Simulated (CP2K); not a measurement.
# C2H6AsB (SMILES C=CB[AsH2]) at PM6

Aim: the energy change on altering one bond length of C2H6AsB at PM6, from 2 runs. 

The calculation is run with CP2K 2026.2.

2 further runs of the same task are left out: 2 set aside as unsound or not needed.

## (1) The system as given

C2H6AsB has 10 atoms, charge 0, and is taken as a singlet. As SMILES, `C=CB[AsH2]`. The shape comes from GFN2-xTB, which is rough for such elements, and wasn't checked as a minimum. This is one conformer, not always the lowest.

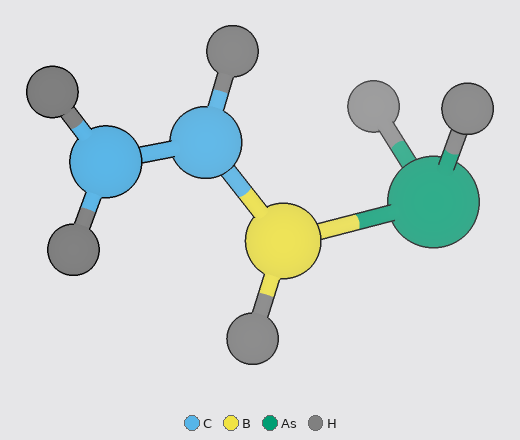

Viewed from a chosen angle; carbon blue, boron yellow, arsenic teal, hydrogen grey.

## (2) The energy at PM6

job.inp

```
&GLOBAL
  PROJECT_NAME job
  RUN_TYPE ENERGY
  PRINT_LEVEL MEDIUM
&END GLOBAL

&FORCE_EVAL
  METHOD QUICKSTEP
  &DFT
    CHARGE 0
    MULTIPLICITY 1
    &QS
      METHOD PM6
      EPS_DEFAULT 1.0E-10
      &SE
        &COULOMB
          CUTOFF [angstrom] 50
          RC_RANGE [angstrom] 0
        &END COULOMB
        &EXCHANGE
          CUTOFF [angstrom] 50
          RC_RANGE [angstrom] 0
        &END EXCHANGE
      &END SE
    &END QS
    &POISSON
      PERIODIC NONE
      POISSON_SOLVER ANALYTIC
    &END POISSON
    &SCF
      SCF_GUESS ATOMIC
      EPS_SCF 1.0E-06
      MAX_SCF 80
      ADDED_MOS 4
      &DIAGONALIZATION
        ALGORITHM STANDARD
      &END DIAGONALIZATION
      &MIXING
        METHOD DIRECT_P_MIXING
        ALPHA 0.4
      &END MIXING
    &END SCF
    &PRINT
      &MOMENTS
        PERIODIC F
        REFERENCE COM
        MAX_MOMENT 1
      &END MOMENTS
      &MO ON
        ENERGIES T
        OCCUPATION_NUMBERS T
        NDIGITS 6
        &EACH
          QS_SCF 0
        &END EACH
        ADD_LAST NUMERIC
      &END MO
      &HIRSHFELD OFF
      &END HIRSHFELD
    &END PRINT
  &END DFT
  ! atoms, cell and kinds
  &SUBSYS
    &CELL
      ABC [angstrom] 12.2 12 11.2
      PERIODIC NONE
    &END CELL
    &COORD
      C      1.317270     1.299070    -0.406030
      C      0.339790     0.548230     0.104590
      B     -0.192090    -0.739270    -0.560800
      As    -1.675870    -1.821590     0.309110
      H      1.680960     2.197990     0.071260
      H      1.793800     1.038990    -1.338340
      H     -0.091080     0.881720     1.047300
      H      0.288710    -1.080390    -1.577040
      H     -1.014020    -1.743500     1.662540
      H     -2.447470    -0.581260     0.687410
    &END COORD
    &TOPOLOGY
      &CENTER_COORDINATES
      &END CENTER_COORDINATES
    &END TOPOLOGY
  &END SUBSYS
&END FORCE_EVAL
```

Run with:

```
$ OMP_NUM_THREADS=1 cp2k.psmp job.inp > job.out
```

The program printed:

```text
CP2K| version string:                                       CP2K version 2026.2
[...]
 GLOBAL| Method name                                                        CP2K
[...]
 GLOBAL| Run type                                                         ENERGY
[...]
                             - Atoms:                                         10
[...]
                             - Spherical basis functions:                     27
[...]
 Number of electrons:                                                         22
[...]
     1 P_Mix/Diag. 0.40E+00    0.0     0.85308032       -12.9232542421 -1.29E+01
[...]
    18 DIIS/Diag.  0.12E-06    0.0     0.00000038       -18.6621211605 -4.66E-12
  *** SCF run converged in    18 steps ***
  Core-core repulsion energy [eV]:                           1121.98216184080525
  Core Hamiltonian energy [eV]:                              -779.42906792084204
  Two-electron integral energy [eV]:                        -1700.75047279355977
  Electronic energy [eV]:                                   -1629.80430431762193
  Total energy [eV]:                                         -507.82214247681662
  Atomic reference energy [eV]:                               507.74704762027352
  Heat of formation [kcal/mol]:                                -1.73172866844699
[...]
 SE_DIPOLE| Moment [Debye]         -0.48989628      -1.16986003      -0.67323221
 SE_DIPOLE| Derivative [a.u.]       0.00000000       0.00000000       0.00000000
 ENERGY| Total FORCE_EVAL ( QS ) energy [hartree]            -18.662121160532681
[...]
```

Wall time 0.46 s (1 thread of Arm Neoverse N1, shared host); peak memory 0.14 GiB.

## (3) The distorted shape at the same level

calc.inp

```
&GLOBAL
    PROJECT calc
    RUN_TYPE ENERGY
    PRINT_LEVEL MEDIUM
&END GLOBAL

&FORCE_EVAL
    METHOD QUICKSTEP
    &DFT
        CHARGE 0
        MULTIPLICITY 1
        # Quickstep
        &QS
            METHOD PM6
            EPS_DEFAULT 1.0E-10
            &SE
                &COULOMB
                    CUTOFF [angstrom] 50
                    RC_RANGE [angstrom] 0
                &END COULOMB
                &EXCHANGE
                    CUTOFF [angstrom] 50
                    RC_RANGE [angstrom] 0
                &END EXCHANGE
            &END SE
        &END QS
        &POISSON
            PERIODIC NONE
            POISSON_SOLVER ANALYTIC
        &END POISSON
        &SCF
            SCF_GUESS ATOMIC
            EPS_SCF 1.0E-06
            MAX_SCF 80
            ADDED_MOS 4
            &DIAGONALIZATION
                ALGORITHM STANDARD
            &END DIAGONALIZATION
            &MIXING
                METHOD DIRECT_P_MIXING
                ALPHA 0.4
            &END MIXING
        &END SCF
        # extra output
        &PRINT
            &MOMENTS
                PERIODIC F
                REFERENCE COM
                MAX_MOMENT 1
            &END MOMENTS
            &MO ON
                ENERGIES T
                OCCUPATION_NUMBERS T
                NDIGITS 6
                &EACH
                    QS_SCF 0
                &END EACH
                ADD_LAST NUMERIC
            &END MO
            &HIRSHFELD OFF
            &END HIRSHFELD
        &END PRINT
    &END DFT
    # structure
    &SUBSYS
        # box in angstrom
        &CELL
            ABC [angstrom] 12.3 12.1 11.2
            PERIODIC NONE
        &END CELL
        &COORD
            C      1.415042     1.374173    -0.457105
            C      0.339790     0.548230     0.104590
            B     -0.192090    -0.739270    -0.560800
            As    -1.675870    -1.821590     0.309110
            H      1.778732     2.273093     0.020185
            H      1.891572     1.114093    -1.389415
            H     -0.091080     0.881720     1.047300
            H      0.288710    -1.080390    -1.577040
            H     -1.014020    -1.743500     1.662540
            H     -2.447470    -0.581260     0.687410
        &END COORD
        &TOPOLOGY
            &CENTER_COORDINATES
            &END CENTER_COORDINATES
        &END TOPOLOGY
    &END SUBSYS
&END FORCE_EVAL
```

Run with:

```
$ OMP_NUM_THREADS=1 cp2k.psmp -i calc.inp > calc.out 2>&1
```

The program printed:

```text
CP2K| version string:                                       CP2K version 2026.2
[...]
 GLOBAL| Method name                                                        CP2K
[...]
 GLOBAL| Run type                                                         ENERGY
[...]
                             - Atoms:                                         10
[...]
                             - Spherical basis functions:                     27
[...]
 Number of electrons:                                                         22
[...]
     1 P_Mix/Diag. 0.40E+00    0.0     0.85336631       -13.0233195377 -1.30E+01
[...]
    17 DIIS/Diag.  0.15E-06    0.0     0.00000037       -18.6437637501 -4.41E-12
  *** SCF run converged in    17 steps ***
  Core-core repulsion energy [eV]:                           1100.96643444082383
  Core Hamiltonian energy [eV]:                              -776.28684660031206
  Two-electron integral energy [eV]:                        -1664.00439955215825
  Electronic energy [eV]:                                   -1608.28904637639107
  Total energy [eV]:                                         -507.32261193556747
  Atomic reference energy [eV]:                               507.74704762027352
  Heat of formation [kcal/mol]:                                 9.78772018420842
[...]
 SE_DIPOLE| Moment [Debye]         -0.62225389      -1.34199118      -0.68047780
 SE_DIPOLE| Derivative [a.u.]       0.00000000       0.00000000       0.00000000
 ENERGY| Total FORCE_EVAL ( QS ) energy [hartree]            -18.643763750123771
[...]
```

Wall time 0.47 s (1 thread of Arm Neoverse N1, shared host); peak memory 0.14 GiB.

## (4) Outcome

At PM6:

| quantity | value |
| --- | --- |
| first shape: total energy | -18.66212 Eh |
| first shape: dipole moment | 1.44 D |
| first shape: HOMO energy | -9.01 eV |
| first shape: LUMO energy | -0.74 eV |
| first shape: HOMO–LUMO gap | 8.27 eV |
| first shape: heat of formation | -1.7 kcal/mol |
| distorted shape: total energy | -18.64376 Eh |
| distorted shape: dipole moment | 1.63 D |
| distorted shape: HOMO energy | -9.01 eV |
| distorted shape: LUMO energy | -0.92 eV |
| distorted shape: HOMO–LUMO gap | 8.10 eV |
| distorted shape: heat of formation | 9.8 kcal/mol |
| energy change with the C1–C2 bond stretched from 1.334 to 1.468 Å | 0.500 eV |

In words: With the C1–C2 bond stretched from 1.334 to 1.468 Å the energy rises by 0.50 eV (48.2 kJ/mol). The first shape isn't relaxed at this level, so the change isn't measured from a minimum.
